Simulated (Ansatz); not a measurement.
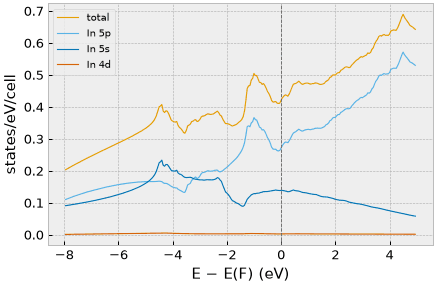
Total and projected density of states of In (body-centred tetragonal, I4/mmm), LDA in the plane-wave PAW code Ansatz

Q: Which orbitals carry the states next to the Fermi level?

A: Within 0.5 eV of the Fermi level: In 5p 66 %, In 5s 32 %. Projections are on Löwdin-orthogonalised atomic valence shells; empty p or d shells of many metals are not among them.

Q: Where is the tallest occupied peak in this window, and what makes it?

A: Near -1.0 eV, about 0.50 states/eV per cell; the largest projected share is In 5p.

Its axis ratio c/a = 1.34 departs by over 6 % from that of the usual cell of this phase: another minimum, or an error of the functional. The cell keeps a stress of up to 0.2 GPa. The LDA relaxation kept the symmetry of its start; its stability against distortions is not shown here. The volume moved by -53 % from the start of the relaxation. Spin–orbit coupling is left out wherever it is not named.

Potentials: the later of the program's two PAW sets.
